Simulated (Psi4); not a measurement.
Single-point calculation, with input and output: B$_{2}$H$_{5}$F

The run: single-point calculation of B$_{2}$H$_{5}$F (diborane mono F). Method and program: MP4(SDQ)/pcSseg-1, RHF, ZORA (Psi4 1.11).

The geometry comes from this level: GFN2-xTB.

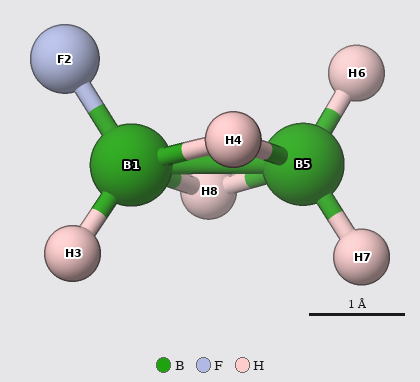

Fig. 1: The structure as given in the input (ball-and-stick view, seen at a tilt; atoms are numbered from 1 in the order of the input).

## The input (b2fh5.dat)
```
memory 1600 mb

molecule molecule1 {
  0 1
  B     -0.132740     0.873720    -0.200550
  F     -0.261260     1.211590    -1.488750
  H     -0.202250     1.754750     0.574700
  H      0.963800     0.091750    -0.022450
  B      0.136330    -0.877150     0.242810
  H      0.194480    -1.712330    -0.575730
  H      0.248600    -1.176790     1.369710
  H     -0.946950    -0.165540     0.100260
  units angstrom
}

set scf_type cd
set relativistic zora

e_tot = energy("mp4(sdq)/pcSseg-1")
print_variables()
```

Hardware: 1 thread of AMD EPYC (Zen 5), 16 GiB of memory available, shared host.

Launch command:
```bash
psi4 -n 1 b2fh5.dat b2fh5.out
```

## Log
```
Psi4 1.11 release

Relativistic analytic gradients are not implemented yet, re-routing to finite differences.

   => Loading Basis Set <=

    Name: PCSSEG-1
    Role: ORBITAL
    Keyword: BASIS

         ---------------------------------------------------------
                                   SCF
                              RHF Reference
                        1 Threads,   1525 MiB Core
         ---------------------------------------------------------

  ==> Geometry <==

    Molecular point group: c1
    Full point group: C1

    Geometry (in Angstrom), charge = 0, multiplicity = 1:

       Center              X                  Y                   Z               Mass
    ------------   -----------------  -----------------  -----------------  -----------------
         B           -0.031465704182     0.401190171591     0.371812581414    11.009305360000
         F           -0.159985704182     0.739060171591    -0.916387418586    18.998403162730
         H           -0.100975704182     1.282220171591     1.147062581414     1.007825032230
         H            1.065074295818    -0.380779828409     0.549912581414     1.007825032230
         B            0.237604295818    -1.349679828409     0.815172581414    11.009305360000
         H            0.295754295818    -2.184859828409    -0.003367418586     1.007825032230
         H            0.349874295818    -1.649319828409     1.942072581414     1.007825032230
         H           -0.845675704182    -0.638069828409     0.672622581414     1.007825032230

  Running in c1 symmetry.

  Rotational constants: A =      1.41850  B =      0.25600  C =      0.22789 [cm^-1]
  Rotational constants: A =  42525.42188  B =   7674.59062  C =   6831.87759 [MHz]
  Nuclear repulsion =   63.204315823451680

  Charge       = 0
  Multiplicity = 1
  Electrons    = 24
  Nalpha       = 12
  Nbeta        = 12

  ==> Algorithm <==

  SCF Algorithm Type is CD.
  DIIS enabled.
  MOM disabled.
  Fractional occupation disabled.
  Guess Type is SAD.
  Energy threshold   = 1.00e-08
  Density threshold  = 1.00e-08
  Integral threshold = 1.00e-12

  ==> Primary Basis <==

  Basis Set: PCSSEG-1
    Blend: PCSSEG-1
    Number of shells: 36
    Number of basis functions: 76
    Number of Cartesian functions: 79
    Spherical Harmonics?: true
    Max angular momentum: 2

  ==> Integral Setup <==

  ==> CDJK: Cholesky-decomposed J/K Matrices <==

    J tasked:                     Yes
    K tasked:                     Yes
    wK tasked:                     No
    Integrals threads:              1
    Memory [MiB]:                1144
    Algorithm:                   Core
    Integral Cache:              NONE
    Schwarz Cutoff:             1E-12
    Cholesky tolerance:      1.00E-04
    No. Cholesky vectors:         350

 OEINTS: Using relativistic (ZORA) kinetic integrals.

        ____  ____  ___  ___
       /_  / / __ \/ _ \/ _ |
        / /_/ /_/ / , _/ __ |
       /___/\____/_/|_/_/ |_|
      ========================

  ==> ZORA Details <==
    Total number of grid points: 1898817
    Total number of batches: 12192
    Using 1 thread(s)

  Minimum eigenvalue in the overlap matrix is 5.0557345435E-03.
  Reciprocal condition number of the overlap matrix is 8.0758050415E-04.
    Using symmetric orthogonalization.

  ==> Pre-Iterations <==

  SCF Guess: Superposition of Atomic Densities via on-the-fly atomic UHF (no occupation information).

   -------------------------
    Irrep   Nso     Nmo
   -------------------------
     A         76      76
   -------------------------
    Total      76      76
   -------------------------

  ==> Iterations <==

                        Total Energy        Delta E     RMS |[F,P]|

   @RHF iter SAD:  -151.14673544624179   -1.51147e+02   0.00000e+00
   @RHF iter   1:  -151.80750214552626   -6.60767e-01   4.10425e-03 DIIS/ADIIS
   @RHF iter   2:  -151.85171629580586   -4.42142e-02   2.17047e-03 DIIS/ADIIS
   @RHF iter   3:  -151.86014268648586   -8.42639e-03   4.39497e-04 DIIS/ADIIS
   @RHF iter   4:  -151.86096150383827   -8.18817e-04   7.74490e-05 DIIS
   @RHF iter   5:  -151.86100330457498   -4.18007e-05   1.94463e-05 DIIS
   @RHF iter   6:  -151.86100580296386   -2.49839e-06   4.18808e-06 DIIS
   @RHF iter   7:  -151.86100594645870   -1.43495e-07   1.20141e-06 DIIS
   @RHF iter   8:  -151.86100595708106   -1.06224e-08   2.69576e-07 DIIS
   @RHF iter   9:  -151.86100595759672   -5.15655e-10   3.58555e-08 DIIS
   @RHF iter  10:  -151.86100595760649   -9.77707e-12   6.73471e-09 DIIS
  Energy and wave function converged.

  ==> Post-Iterations <==

    Orbital Energies [Eh]
    ---------------------

    Doubly Occupied:

       1A    -26.342301     2A     -7.697860     3A     -7.619270
       4A     -1.615054     5A     -0.895974     6A     -0.755423
       7A     -0.691822     8A     -0.688420     9A     -0.609506
      10A     -0.540208    11A     -0.523511    12A     -0.505041

    Virtual:

      13A      0.110244    14A      0.150616    15A      0.197678
      16A      0.220457    17A      0.230839    18A      0.233932
      19A      0.279502    20A      0.310301    21A      0.337171
      22A      0.390829    23A      0.424230    24A      0.427389
      25A      0.457039    26A      0.613568    27A      0.730791
      28A      0.752683    29A      0.773339    30A      0.785041
      31A      0.846596    32A      0.890642    33A      0.932464
      34A      1.265676    35A      1.269806    36A      1.444293
      37A      1.455511    38A      1.547955    39A      1.638082
      40A      1.655394    41A      1.718740    42A      1.755049
      43A      1.765821    44A      1.942902    45A      1.976076
      46A      2.017718    47A      2.135154    48A      2.212130
      49A      2.220971    50A      2.329409    51A      2.339431
      52A      2.542914    53A      2.547562    54A      2.569065
      55A      2.588430    56A      2.616000    57A      2.685333
      58A      2.737662    59A      2.787202    60A      2.789414
      61A      2.815405    62A      2.847809    63A      2.907489
      64A      3.082619    65A      3.241333    66A      3.242188
      67A      3.359183    68A      3.378201    69A      3.559946
      70A      3.754198    71A      3.830654    72A      3.898171
      73A      4.028051    74A      7.633218    75A      7.727991
      76A      7.960683

    Final Occupation by Irrep:
              A
    DOCC [    12 ]
    NA   [    12 ]
    NB   [    12 ]

  @RHF Final Energy:  -151.86100595760649

   => Energetics <=

    Nuclear Repulsion Energy =             63.2043158234516795
    One-Electron Energy =                -333.1618623041178466
    Two-Electron Energy =                 118.0965405230596730
    Total Energy =                       -151.8610059576064941

Computation Completed

Properties will be evaluated at   0.000000,   0.000000,   0.000000 [a0]

Properties computed using the SCF density matrix

 Multipole Moments:

 ------------------------------------------------------------------------------------
     Multipole            Electronic (a.u.)      Nuclear  (a.u.)        Total (a.u.)
 ------------------------------------------------------------------------------------

 L = 1.  Multiply by 2.5417464519 to convert [e a0] to [Debye]
 Dipole X            :         -0.6294484            0.6706130            0.0411645
 Dipole Y            :          3.0533779           -3.1401879           -0.0868100
 Dipole Z            :         -3.3112727            3.7714057            0.4601330
 Magnitude           :                                                    0.4700563

 ------------------------------------------------------------------------------------

	total time  =         14 seconds =       0.23 minutes
 MINTS: Wrapper to libmints.

   Calculation information:
      Number of threads:                 1
      Number of atoms:                   8
      Number of AO shells:              36
      Number of SO shells:              36
      Number of primitives:             72
      Number of atomic orbitals:        79
      Number of basis functions:        76

      Number of irreps:                  1
      Integral cutoff                 1.00e-12
      Number of functions per irrep: [  76 ]

 OEINTS: Overlap, kinetic, potential, dipole, and quadrupole integrals
         stored in file 35.

      Computing two-electron integrals...done
      Computed 4040454 non-zero two-electron integrals.
        Stored in file 33.

        ==> Transform all two-electron integrals <==

	Presorting SO-basis two-electron integrals.
	Sorting File: SO Ints (nn|nn) nbuckets = 1
	Constructing frozen core operators
	Starting first half-transformation.
	Sorting half-transformed integrals.
	First half integral transformation complete.
	Starting second half-transformation.
	Two-electron integral transformation complete.

	total time  =          1 seconds =       0.02 minutes

        **********************************************************
        *                                                        *
        *                   CCSD Integral Sort                   *
        *                                                        *
        **********************************************************

        CC integral sort will use                    198.05 mb

        Number of (ab|cd) temporary files:                2
        Number of (ab|ci) temporary files:                3
        Starting temporary file number:                 270

        Initial sort........done.

        Sort (IJ|KL)........done.
        Sort (IJ|KA) 1/2....done.
        Sort (IJ|KA) 2/2....done.
        Sort (IA|JB)........done.
        Sort (IJ|AB)........done.
        Sort (IA|BC) 1/3....done.
        Sort (IA|BC) 2/3....done.
        Sort (IA|BC) 3/3....done.
        Sort (AB|CD) 1/2....done.
        Sort (AB|CD) 2/2....done.

	total time  =          1 seconds =       0.02 minutes

        *****************************************************
        *                                                   *
        *                        MP4                        *
        *                                                   *
        *****************************************************

  ==> Input parameters <==

        Freeze core orbitals?                  no
        Use frozen natural orbitals?           no
        r_convergence:                  1.000e-07
        e_convergence:                  1.000e-06
        Number of DIIS vectors:                 8
        Number of frozen core orbitals:         0
        Number of active occupied orbitals:    12
        Number of active virtual orbitals:     64
        Number of frozen virtual orbitals:      0

  ==> Memory <==

        available memory =                           1525.88 mb
        minimum memory requirements for QCISD =        13.59 mb

  ==> Define tiling <==

        v(ab,cd) diagrams will be evaluated in   1 blocks.
        v(ab,ci) diagrams will be evaluated in   1 blocks over ov2.
        v(ab,ci) diagrams will be evaluated in   1 blocks over ov.

  Allocate cpu memory (    46.59 mb).....done.
  Initialize cpu memory..................done.

  ==> MP4(SDQ) <==

        1st-order doubles amplitudes...............done.
        MP2 energy.................................done.
        MP3 energy.................................done.
        2nd-order singles and doubles amplitudes...done.
        MP4(SD)....................................done.
        MP4(Q).....................................done.

        OS MP2 correlation energy:            -0.330300548886
        SS MP2 correlation energy:            -0.097094556936
        MP2 correlation energy:               -0.427395105822
      * MP2 total energy:                   -152.288401063428

        OS MP2.5 correlation energy:          -0.344042727433
        SS MP2.5 correlation energy:          -0.094362134498
        MP2.5 correlation energy:             -0.438404861931
      * MP2.5 total energy:                 -152.299410819538

        OS MP3 correlation energy:            -0.357784905981
        SS MP3 correlation energy:            -0.091629712060
        MP3 correlation energy:               -0.449414618041
      * MP3 total energy:                   -152.310420575647

        OS MP4(SDQ) correlation energy:       -0.366854592957
        SS MP4(SDQ) correlation energy:       -0.088321191225
        MP4(SDQ) correlation energy:          -0.458652798617
      * MP4(SDQ) total energy:              -152.319658756224

	total time  =          0 seconds =       0.00 minutes

  Variable Map:
  ----------------------------------------------------------------------------
  "CURRENT CORRELATION ENERGY"             =>      -0.458652798617
  "CURRENT ENERGY"                         =>    -152.319658756224
  "CURRENT REFERENCE ENERGY"               =>    -151.861005957606
  "DD SOLVATION ENERGY"                    =>       0.000000000000
  "HF KINETIC ENERGY"                      =>     151.740779213326
  "HF POTENTIAL ENERGY"                    =>    -303.601785170932
  "HF TOTAL ENERGY"                        =>    -151.861005957606
  "HF VIRIAL RATIO"                        =>       2.000792316640
  "MP2 CORRELATION ENERGY"                 =>      -0.427395105822
  "MP2 DOUBLES ENERGY"                     =>      -0.427395105822
  "MP2 OPPOSITE-SPIN CORRELATION ENERGY"   =>      -0.330300548886
  "MP2 SAME-SPIN CORRELATION ENERGY"       =>      -0.097094556936
  "MP2 SINGLES ENERGY"                     =>       0.000000000000
  "MP2 TOTAL ENERGY"                       =>    -152.288401063428
  "MP2.5 CORRELATION ENERGY"               =>      -0.438404861931
  "MP2.5 DOUBLES ENERGY"                   =>      -0.438404861931
  "MP2.5 OPPOSITE-SPIN CORRELATION ENERGY" =>      -0.344042727433
  "MP2.5 SAME-SPIN CORRELATION ENERGY"     =>      -0.094362134498
  "MP2.5 SINGLES ENERGY"                   =>       0.000000000000
  "MP2.5 TOTAL ENERGY"                     =>    -152.299410819538
  "MP3 CORRELATION ENERGY"                 =>      -0.449414618041
  "MP3 DOUBLES ENERGY"                     =>      -0.449414618041
  "MP3 OPPOSITE-SPIN CORRELATION ENERGY"   =>      -0.357784905981
  "MP3 SAME-SPIN CORRELATION ENERGY"       =>      -0.091629712060
  "MP3 SINGLES ENERGY"                     =>       0.000000000000
  "MP3 TOTAL ENERGY"                       =>    -152.310420575647
  "MP4(SDQ) CORRELATION ENERGY"            =>      -0.458652798617
  "MP4(SDQ) TOTAL ENERGY"                  =>    -152.319658756224
  "NUCLEAR REPULSION ENERGY"               =>      63.204315823452
  "ONE-ELECTRON ENERGY"                    =>    -333.161862304118
  "PCM POLARIZATION ENERGY"                =>       0.000000000000
  "PE ENERGY"                              =>       0.000000000000
  "SCF ITERATION ENERGY"                   =>    -151.861005957606
  "SCF ITERATIONS"                         =>      10.000000000000
  "SCF TOTAL ENERGY"                       =>    -151.861005957606
  "TWO-ELECTRON ENERGY"                    =>     118.096540523060

  Array Variable Map:
  ----------------------------------------------------------------------------
  "CURRENT DIPOLE"                         =>       0.041164533610 ... 0.460133033625 1 by 3
  "SCF DIPOLE"                             =>       0.041164533610 ... 0.460133033625 1 by 3
  "SCF TOTAL ENERGIES"                     =>    -151.146735446242 ... -151.861005957606 1 by 11

    Psi4 run time: 0:00:16.22
```

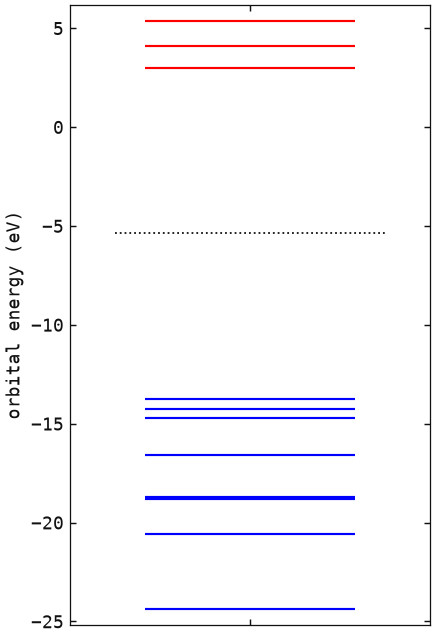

Fig. 2: Orbital energies near the frontier (SCF reference); the dotted line parts filled from empty levels, and levels within 0.02 eV of each other stand side by side. Highest filled −13.74 eV, lowest empty 3.00 eV, 16.74 eV apart.

## Results in brief

| quantity | value |
| --- | --- |
| outcome | converged |
| total energy | −152.319659 hartree |
| SCF energy | −151.861006 hartree |
| MP2 energy | −152.288401 hartree |
| correlation energy | −0.458653 hartree |
| basis functions | 76 |
| HOMO of the SCF reference | −13.74 eV |
| LUMO of the SCF reference | 3.00 eV |
| wall time | 17 s |
| peak memory | 0.62 GiB |
